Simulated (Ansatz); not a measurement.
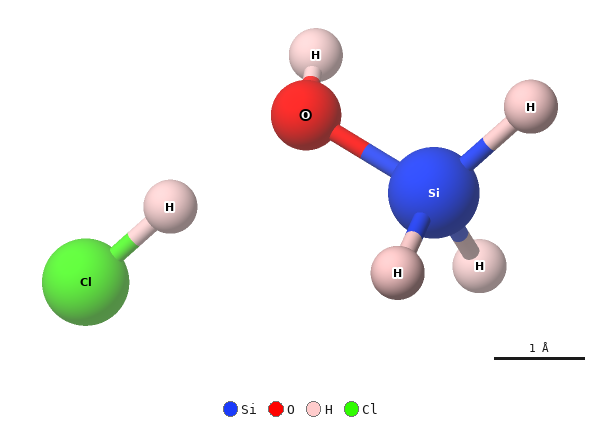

*The starting structure (ball-and-stick view, seen at a tilt).*

## Nudged elastic band of SiH5ClO

- system: SiH5ClO
- method: RKS revPBE/def2-SVP (Ansatz 0.2.0)

It belongs to a series of runs on one base structure; here: band between the two ends.

Output
```
Engine: ansatz 0.2.0, aarch64-unknown-linux-gnu
Functional definition: revPBE
  parameter kappa = 1.245
  parameter beta = 0.06672455060314922
  exchange = pbe_x(kappa = kappa, mu = beta*pi^2/3)
  correlation = pbe_c(beta = beta)
824 factors; their error is unknown
mean field evaluation 1: about -22512.6709 eV, gradient 4.9e1 eV
mean field evaluation 2: about -22493.2776 eV, gradient 1.1e2 eV
mean field evaluation 4: about -22516.9793 eV, gradient 3.4e0 eV
mean field evaluation 8: about -22517.0084 eV, gradient 2.9e-2 eV
mean field evaluation 16: about -22516.9574 eV, gradient 2.2e-5 eV
mean field -22516.95744145 eV, -827.4829234312 hartree, gradient 2.2e-5 eV, S^2 0.000000; 0 other end points of the search recorded, 0 dependent functions left out
the calculation of the forces begins
reference -22516.95748151 eV, -827.4829249037 hartree; 22, 22 occupied and 53, 53 virtual orbitals, 824 factors
824 factors; their error is unknown
mean field evaluation 32: about -22517.0010 eV, gradient 4.9e-5 eV
mean field -22517.00102800 eV, -827.4845252076 hartree, gradient 4.9e-5 eV, S^2 0.000000; 0 other end points of the search recorded, 0 dependent functions left out
[... from here on the field's lines of each further geometry are left out, up to the last ...]
NEB iter   1: max|band force component| = 4.985e0 eV/Å  barrier→ = 2.0484 eV  barrier← = 2.0919 eV  Δτ_max = 0.2000 Å  (196 SCF iters)
NEB iter   2: max|band force component| = 1.518e0 eV/Å  barrier→ = 1.2887 eV  barrier← = 1.3323 eV  Δτ_max = 0.1970 Å  (167 SCF iters)
NEB iter   3: max|band force component| = 6.933e-1 eV/Å  barrier→ = 0.9017 eV  barrier← = 0.9453 eV  Δτ_max = 0.1874 Å  (170 SCF iters)
NEB iter   4: max|band force component| = 5.011e-1 eV/Å  barrier→ = 0.9308 eV  barrier← = 0.9744 eV  Δτ_max = 0.0927 Å  (164 SCF iters)
NEB iter   5: max|band force component| = 3.045e-1 eV/Å  barrier→ = 0.9134 eV  barrier← = 0.9570 eV  Δτ_max = 0.1265 Å  (161 SCF iters)
NEB iter   6: max|band force component| = 1.798e-1 eV/Å  barrier→ = 0.8991 eV  barrier← = 0.9427 eV  Δτ_max = 0.0642 Å  (160 SCF iters)
NEB iter   7: max|band force component| = 1.435e-1 eV/Å  barrier→ = 0.9034 eV  barrier← = 0.9470 eV  Δτ_max = 0.1981 Å  (160 SCF iters)
NEB iter   8: max|band force component| = 6.995e-1 eV/Å  barrier→ = 0.8922 eV  barrier← = 0.9358 eV  Δτ_max = 0.0998 Å  (161 SCF iters)
NEB iter   9: max|band force component| = 8.917e-1 eV/Å  barrier→ = 0.8660 eV  barrier← = 0.9096 eV  Δτ_max = 0.0503 Å  (162 SCF iters)
NEB iter  10: max|band force component| = 1.750e-1 eV/Å  barrier→ = 0.8548 eV  barrier← = 0.8984 eV  Δτ_max = 0.0993 Å  (158 SCF iters)
NEB iter  11: max|band force component| = 8.667e-1 eV/Å  barrier→ = 0.8577 eV  barrier← = 0.9013 eV  Δτ_max = 0.0504 Å  (158 SCF iters)
NEB iter  12: max|band force component| = 3.720e-1 eV/Å  barrier→ = 0.8399 eV  barrier← = 0.8835 eV  Δτ_max = 0.0994 Å  (156 SCF iters)
NEB iter  13: max|band force component| = 2.999e-1 eV/Å  barrier→ = 0.8358 eV  barrier← = 0.8794 eV  Δτ_max = 0.1009 Å  (159 SCF iters)
NEB iter  14: max|band force component| = 4.579e-1 eV/Å  barrier→ = 0.8290 eV  barrier← = 0.8726 eV  Δτ_max = 0.0505 Å  (160 SCF iters)
NEB iter  15: max|band force component| = 3.179e-1 eV/Å  barrier→ = 0.8169 eV  barrier← = 0.8604 eV  Δτ_max = 0.0496 Å  (161 SCF iters)
NEB iter  16: max|band force component| = 3.142e-1 eV/Å  barrier→ = 0.8064 eV  barrier← = 0.8500 eV  Δτ_max = 0.0496 Å  (161 SCF iters)
NEB iter  17: max|band force component| = 2.893e-1 eV/Å  barrier→ = 0.7932 eV  barrier← = 0.8368 eV  Δτ_max = 0.0993 Å  (162 SCF iters)
NEB iter  18: max|band force component| = 3.840e-1 eV/Å  barrier→ = 0.7530 eV  barrier← = 0.7966 eV  Δτ_max = 0.1959 Å  (159 SCF iters)
NEB iter  19: max|band force component| = 5.082e-1 eV/Å  barrier→ = 0.7111 eV  barrier← = 0.7547 eV  Δτ_max = 0.1999 Å  (160 SCF iters)
NEB iter  20: max|band force component| = 8.105e-1 eV/Å  barrier→ = 0.8308 eV  barrier← = 0.8744 eV  Δτ_max = 0.1001 Å  (172 SCF iters)
NEB iter  21: max|band force component| = 1.835e0 eV/Å  barrier→ = 0.8829 eV  barrier← = 0.9265 eV  Δτ_max = 0.0503 Å  (157 SCF iters)
NEB iter  22: max|band force component| = 8.629e-1 eV/Å  barrier→ = 0.8992 eV  barrier← = 0.9428 eV  Δτ_max = 0.0985 Å  (156 SCF iters)
NEB iter  23: max|band force component| = 2.308e-1 eV/Å  barrier→ = 0.9279 eV  barrier← = 0.9714 eV  Δτ_max = 0.1963 Å  (159 SCF iters)
NEB iter  24: max|band force component| = 1.820e-1 eV/Å  barrier→ = 0.9714 eV  barrier← = 1.0150 eV  Δτ_max = 0.2000 Å  (160 SCF iters)
NEB iter  25: max|band force component| = 1.091e0 eV/Å  barrier→ = 0.9897 eV  barrier← = 1.0333 eV  Δτ_max = 0.1004 Å  (169 SCF iters)
NEB iter  26: max|band force component| = 9.140e-1 eV/Å  barrier→ = 0.9879 eV  barrier← = 1.0314 eV  Δτ_max = 0.0997 Å  (159 SCF iters)
NEB iter  27: max|band force component| = 1.981e-1 eV/Å  barrier→ = 0.9538 eV  barrier← = 0.9974 eV  Δτ_max = 0.2000 Å  (158 SCF iters)
NEB iter  28: max|band force component| = 1.332e0 eV/Å  barrier→ = 0.8996 eV  barrier← = 0.9432 eV  Δτ_max = 0.0984 Å  (181 SCF iters)
NEB iter  29: max|band force component| = 4.388e-1 eV/Å  barrier→ = 0.8454 eV  barrier← = 0.8890 eV  Δτ_max = 0.1993 Å  (161 SCF iters)
NEB iter  30: max|band force component| = 4.139e-1 eV/Å  barrier→ = 0.7750 eV  barrier← = 0.8186 eV  Δτ_max = 0.1690 Å  (167 SCF iters)
NEB iter  31: max|band force component| = 1.669e-1 eV/Å  barrier→ = 0.7825 eV  barrier← = 0.8261 eV  Δτ_max = 0.0282 Å  (166 SCF iters)
NEB iter  32: max|band force component| = 1.289e-1 eV/Å  barrier→ = 0.7860 eV  barrier← = 0.8296 eV  Δτ_max = 0.1925 Å  (159 SCF iters)
NEB iter  33: max|band force component| = 3.383e-1 eV/Å  barrier→ = 0.8009 eV  barrier← = 0.8445 eV  Δτ_max = 0.0999 Å  (160 SCF iters)
NEB iter  34: max|band force component| = 4.893e-1 eV/Å  barrier→ = 0.7873 eV  barrier← = 0.8309 eV  Δτ_max = 0.0502 Å  (162 SCF iters)
NEB iter  35: max|band force component| = 1.852e-1 eV/Å  barrier→ = 0.7549 eV  barrier← = 0.7985 eV  Δτ_max = 0.0985 Å  (161 SCF iters)
NEB iter  36: max|band force component| = 2.374e-1 eV/Å  barrier→ = 0.7564 eV  barrier← = 0.8000 eV  Δτ_max = 0.0494 Å  (163 SCF iters)
NEB iter  37: max|band force component| = 1.470e-1 eV/Å  barrier→ = 0.7660 eV  barrier← = 0.8096 eV  Δτ_max = 0.0474 Å  (162 SCF iters)
NEB iter  38: max|band force component| = 7.841e-2 eV/Å  barrier→ = 0.7580 eV  barrier← = 0.8016 eV  Δτ_max = 0.0080 Å  (156 SCF iters)
NEB iter  39: max|band force component| = 6.092e-2 eV/Å  barrier→ = 0.7572 eV  barrier← = 0.8008 eV  Δτ_max = 0.0492 Å  (126 SCF iters)
NEB iter  40: max|band force component| = 1.218e-1 eV/Å  barrier→ = 0.7649 eV  barrier← = 0.8085 eV  Δτ_max = 0.0245 Å  (157 SCF iters)
the calculation of the forces begins
reference -22516.94000170 eV, -827.4822825322 hartree; 22, 22 occupied and 53, 53 virtual orbitals, 824 factors
824 factors; their error is unknown
mean field evaluation 1920: about -22516.1921 eV, gradient 4.8e-5 eV
mean field -22516.19212417 eV, -827.4547985402 hartree, gradient 8.2e-6 eV, S^2 0.000000; 1 other end points of the search recorded, 0 dependent functions left out
the calculation of the forces begins
reference -22516.19216102 eV, -827.4547998943 hartree; 22, 22 occupied and 53, 53 virtual orbitals, 824 factors
NEB iter  41: max|band force component| = 3.949e-2 eV/Å  barrier→ = 0.7653 eV  barrier← = 0.8089 eV  Δτ_max = 0.0000 Å  (317 SCF iters)
```

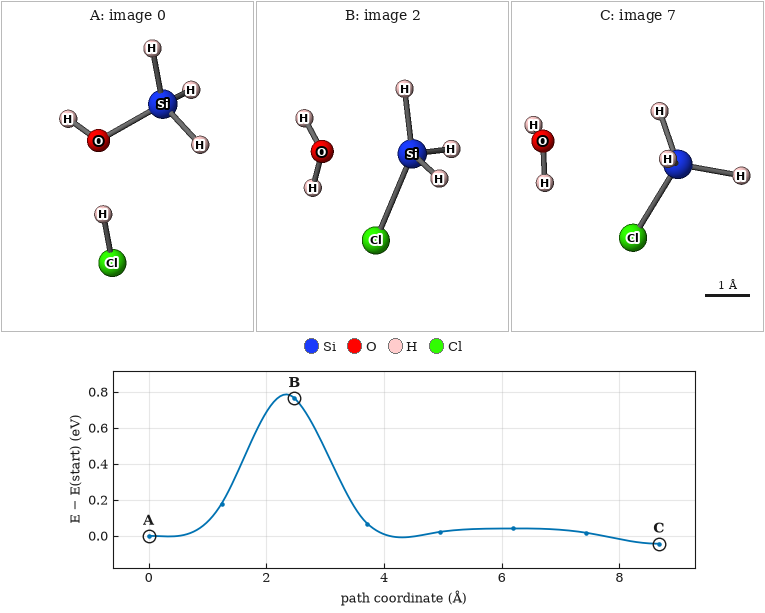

*Images of the last band (counted from 0; ball-and-stick, seen at a tilt) above the energy along the path; the line is a cubic interpolation that uses the forces.*

The highest image is number 2, 0.765 eV above the start and 0.809 eV above the end; the end lies 0.044 eV below the start. The path is 8.67 Å long. The band converged in 41 iterations.

```
Total energy: -22516.19216102 eV, -827.4547998943 hartree
Atom 0 at     0.109475    -0.286096    -0.091971 Å, force     0.034360    -0.083418    -0.053566 eV/Å
Atom 1 at     0.180196     0.006582     1.993857 Å, force     0.009818     0.069924     0.067692 eV/Å
Atom 2 at    -0.729616     0.069660     2.350181 Å, force     0.026295     0.009012     0.059191 eV/Å
Atom 3 at     1.328314     0.404427    -0.616617 Å, force     0.009236    -0.005162    -0.010072 eV/Å
Atom 4 at    -0.930585     0.829672     0.059421 Å, force     0.015291    -0.139046     0.077271 eV/Å
Atom 5 at    -0.624080    -1.163228    -1.068644 Å, force     0.026897     0.011604    -0.159441 eV/Å
Atom 6 at     1.160624    -2.185663     0.745916 Å, force    -0.101807     0.051112    -0.101614 eV/Å
Atom 7 at     0.539770    -0.905957     2.202656 Å, force    -0.020091     0.085974     0.120538 eV/Å
Dipole moment:    -0.404174     0.282796     0.478575 e Å
this run last wrote the band of iteration 41 to [file]
```

The last band as extended XYZ (Å, eV, eV/Å)
```
8
Properties=species:S:1:pos:R:3:forces:R:3 image=0 energy=-22516.95744
Si   -0.2331    0.2692   -0.1140    0.0034  -0.0055   0.0121
O     0.0231   -0.1259    1.5303   -0.0062   0.0041  -0.0094
H    -0.7861   -0.2162    2.0661    0.0019  -0.0017  -0.0024
H     1.1375    0.4249   -0.6933    0.0025   0.0026  -0.0009
H    -1.0042    1.5583   -0.2216    0.0019  -0.0040  -0.0024
H    -0.9920   -0.8140   -0.8328   -0.0063   0.0050   0.0003
Cl    1.7786   -2.7301    1.9664   -0.0094   0.0189  -0.0024
H     1.1103   -1.5968    1.8738    0.0122  -0.0196   0.0052
8
Properties=species:S:1:pos:R:3:forces:R:3 image=1 energy=-22516.77903
Si   -0.0898    0.0815   -0.0013   -0.1029   0.1960   0.0590
O     0.0502   -0.0089    1.7284   -0.0720  -0.0068  -0.1470
H    -0.7829    0.1004    2.2233   -0.0256   0.0235  -0.0712
H     1.2642    0.4482   -0.5206   -0.0332   0.0164   0.0448
H    -1.0814    1.1835   -0.2059   -0.0738   0.1933  -0.1439
H    -0.6180   -1.1371   -0.7085   -0.0018   0.0150   0.1968
Cl    1.4396   -2.4721    1.2183    0.1346  -0.1460   0.2586
H     0.8522   -1.4262    1.8412    0.1747  -0.2914  -0.1970
8
Properties=species:S:1:pos:R:3:forces:R:3 image=2 energy=-22516.19212
Si    0.1095   -0.2861   -0.0920    0.0344  -0.0834  -0.0536
O     0.1802    0.0066    1.9939    0.0098   0.0699   0.0677
H    -0.7296    0.0697    2.3502    0.0263   0.0090   0.0592
H     1.3283    0.4044   -0.6166    0.0092  -0.0052  -0.0101
H    -0.9306    0.8297    0.0594    0.0153  -0.1390   0.0773
H    -0.6241   -1.1632   -1.0686    0.0269   0.0116  -0.1594
Cl    1.1606   -2.1857    0.7459   -0.1018   0.0511  -0.1016
H     0.5398   -0.9060    2.2027   -0.0201   0.0860   0.1205
8
Properties=species:S:1:pos:R:3:forces:R:3 image=3 energy=-22516.88925
Si    0.1071   -0.4495   -0.3969   -0.0047  -0.0480  -0.0971
O     0.3375    0.2402    2.4495    0.0454   0.0724   0.1446
H    -0.6302    0.1522    2.5457    0.0326   0.0275   0.0625
H     1.3076    0.4210   -0.5946   -0.0106   0.0055   0.0029
H    -1.0374    0.3175    0.1928   -0.0330  -0.1674   0.0403
H    -0.3892   -1.0131   -1.6922    0.0754   0.0448  -0.1936
Cl    0.7168   -2.2020    0.6359   -0.1368  -0.0033  -0.0330
H     0.6218   -0.6970    2.4346    0.0316   0.0685   0.0735
8
Properties=species:S:1:pos:R:3:forces:R:3 image=4 energy=-22516.93518
Si    0.1556   -0.4658   -0.7361   -0.0035  -0.0007   0.0180
O     0.0823    0.2928    2.9781    0.0131  -0.0117  -0.0324
H    -0.7112   -0.2260    3.2106    0.0069   0.0217  -0.0319
H     1.3665    0.4017   -0.9080   -0.0051   0.0094   0.0338
H    -0.9669    0.2929   -0.1010   -0.0182  -0.0077   0.0084
H    -0.2735   -1.0116   -2.0680    0.0085   0.0033   0.0100
Cl    0.6773   -2.1003    0.4788   -0.0024  -0.0028   0.0057
H     0.7041   -0.4144    2.7204    0.0008  -0.0115  -0.0116
8
Properties=species:S:1:pos:R:3:forces:R:3 image=5 energy=-22516.91640
Si    0.3076   -0.3559   -0.7063   -0.0018   0.0023   0.0048
O    -0.2272    0.0864    3.0141    0.0009   0.0004   0.0041
H    -1.0234   -0.4749    3.0653    0.0007   0.0003  -0.0008
H     1.3793    0.4320   -1.4008    0.0004  -0.0002   0.0000
H    -0.4761    0.5031    0.2355   -0.0012  -0.0003  -0.0024
H    -0.5860   -1.0101   -1.7198    0.0013  -0.0008  -0.0014
Cl    1.2281   -1.8708    0.4292    0.0009  -0.0028  -0.0018
H     0.4318   -0.5404    2.6576   -0.0014   0.0011  -0.0024
8
Properties=species:S:1:pos:R:3:forces:R:3 image=6 energy=-22516.93996
Si    0.4060   -0.2094   -0.6246    0.0033   0.0039   0.0051
O    -0.5355   -0.1622    2.8244   -0.0116  -0.0100  -0.0083
H    -1.1514   -0.9106    2.9332   -0.0053  -0.0119  -0.0048
H     1.2683    0.2630   -1.7587   -0.0048  -0.0127  -0.0192
H     0.0172    0.9295    0.2604    0.0229   0.0191  -0.0005
H    -0.8040   -0.9143   -1.1631   -0.0122   0.0002   0.0261
Cl    1.5313   -1.6045    0.4820    0.0124   0.0098   0.0038
H     0.3022   -0.6222    2.6212   -0.0047   0.0017  -0.0021
8
Properties=species:S:1:pos:R:3:forces:R:3 image=7 energy=-22517.00103
Si    0.4344   -0.1111   -0.4401    0.0033  -0.0005  -0.0071
O    -0.6785   -0.3532    2.5481    0.0038  -0.0222  -0.0038
H    -1.1897   -1.1731    2.4080   -0.0012   0.0137   0.0028
H     0.9682    0.0111   -1.8397    0.0003  -0.0024  -0.0016
H     0.4414    1.2315    0.2183   -0.0024  -0.0037   0.0070
H    -0.9309   -0.7257   -0.4935    0.0046   0.0012   0.0028
Cl    1.7555   -1.4099    0.5687   -0.0061   0.0045  -0.0015
H     0.2337   -0.7001    2.6051   -0.0023   0.0093   0.0014
```

This output came from the following input.

Input
```yaml
crystal:
  periodic: [false, false, false]
  atoms:
    - { symbol: Si, position_ang: [-0.233102, 0.269157, -0.114026] }
    - { symbol: O, position_ang: [0.023099, -0.125942, 1.530336] }
    - { symbol: H, position_ang: [-0.786093, -0.216166, 2.06614] }
    - { symbol: H, position_ang: [1.137516, 0.424936, -0.693325] }
    - { symbol: H, position_ang: [-1.004239, 1.558294, -0.221625] }
    - { symbol: H, position_ang: [-0.992018, -0.814048, -0.832847] }
    - { symbol: Cl, position_ang: [1.778607, -2.730054, 1.96636] }
    - { symbol: H, position_ang: [1.110329, -1.596779, 1.873786] }
basis:
  gaussian: { orbitals: def2-SVP }
hamiltonian:
  xc: revpbe
neb:
  order_check: false
  images: 6
  f_tol: 0.05
  max_iterations: 60
  climbing: false
  final_atoms:
    - { symbol: Si, position_ang: [0.4343594, -0.11112135, -0.44005418] }
    - { symbol: O, position_ang: [-0.67846717, -0.35320246, 2.5480992] }
    - { symbol: H, position_ang: [-1.18965726, -1.17310208, 2.40794961] }
    - { symbol: H, position_ang: [0.96817953, 0.01114658, -1.8397244] }
    - { symbol: H, position_ang: [0.44140358, 1.23145885, 0.21826221] }
    - { symbol: H, position_ang: [-0.93092213, -0.72574238, -0.4935259] }
    - { symbol: Cl, position_ang: [1.75550146, -1.40992089, 0.56873183] }
    - { symbol: H, position_ang: [0.2337016, -0.70011827, 2.60506064] }
  initial_path:
    images:
      - { positions_ang: [[-0.233102, 0.269157, -0.114026], [0.023099, -0.125942, 1.530336], [-0.786093, -0.216166, 2.06614], [1.137516, 0.424936, -0.693325], [-1.004239, 1.558294, -0.221625], [-0.992018, -0.814048, -0.832847], [1.778607, -2.730054, 1.96636], [1.110329, -1.596779, 1.873786]] }
      - { positions_ang: [[-0.16960223, 0.20069329, -0.07569593], [0.02050224, -0.10711449, 1.67823982], [-0.81568191, -0.25776863, 2.1567298], [1.2010446, 0.3205739, -0.6329625], [-0.92054721, 1.46645839, -0.27392072], [-0.90789047, -0.90819489, -0.74059999], [1.63552658, -2.49868624, 1.60031508], [0.99074741, -1.44656331, 1.86269345]] }
      - { positions_ang: [[-0.10610246, 0.13222958, -0.03736587], [0.01790547, -0.08828698, 1.82614364], [-0.84527083, -0.29937126, 2.24731961], [1.2645732, 0.21621179, -0.5726], [-0.83685542, 1.37462278, -0.32621645], [-0.82376294, -1.00234179, -0.64835297], [1.49244617, -2.26731849, 1.23427015], [0.87116582, -1.29634763, 1.85160089]] }
      - { positions_ang: [[-0.0426027, 0.06376587, 0.0009642], [0.01530871, -0.06945948, 1.97404746], [-0.87485974, -0.34097389, 2.33790941], [1.3281018, 0.11184969, -0.5122375], [-0.75316363, 1.28278717, -0.37851217], [-0.73963541, -1.09648868, -0.55610596], [1.34936575, -2.03595073, 0.86822523], [0.75158423, -1.14613194, 1.84050834]] }
      - { positions_ang: [[0.05274893, 0.00944039, -0.04561126], [-0.08491503, -0.10192526, 2.1194422], [-0.93251178, -0.47767905, 2.38673935], [1.30391087, 0.05273692, -0.67600884], [-0.54664327, 1.23609643, -0.31567114], [-0.73090743, -1.08387359, -0.50763152], [1.34606496, -1.84736029, 0.66856406], [0.62635174, -1.01803755, 1.94497614]] }
      - { positions_ang: [[0.17995242, -0.03074686, -0.17709223], [-0.28276574, -0.18568433, 2.26232787], [-1.01822694, -0.70948673, 2.39380944], [1.19200042, 0.03887347, -1.06391403], [-0.21729432, 1.23455057, -0.13769336], [-0.797579, -0.96449652, -0.50292965], [1.48254379, -1.70154716, 0.63528665], [0.49546836, -0.91206446, 2.16500431]] }
      - { positions_ang: [[0.30715591, -0.0709341, -0.30857321], [-0.48061646, -0.26944339, 2.40521353], [-1.1039421, -0.9412944, 2.40087952], [1.08008998, 0.02501002, -1.45181921], [0.11205463, 1.23300471, 0.04028442], [-0.86425056, -0.84511945, -0.49822777], [1.61902262, -1.55573402, 0.60200924], [0.36458498, -0.80609136, 2.38503248]] }
      - { positions_ang: [[0.4343594, -0.11112135, -0.44005418], [-0.67846717, -0.35320246, 2.5480992], [-1.18965726, -1.17310208, 2.40794961], [0.96817953, 0.01114658, -1.8397244], [0.44140358, 1.23145885, 0.21826221], [-0.93092213, -0.72574238, -0.4935259], [1.75550146, -1.40992089, 0.56873183], [0.2337016, -0.70011827, 2.60506064]] }
```

Run as:
```bash
ansatz run input.yaml --threads 2 --pin off --max-ram 3072MiB --backend cpu --events-out ev --progress --plain --runs-dir out
```

Results in brief

```csv
quantity,value
outcome,converged
"barrier, forward",0.765 eV
"barrier, backward",0.809 eV
hardware,"2 threads of Arm Neoverse V1, 24 GiB of memory available, shared host"
wall time,3.9 min (CPU time 7.5 min)
peak memory,0.16 GiB
```

Remarks

The order of the saddle point was not checked.
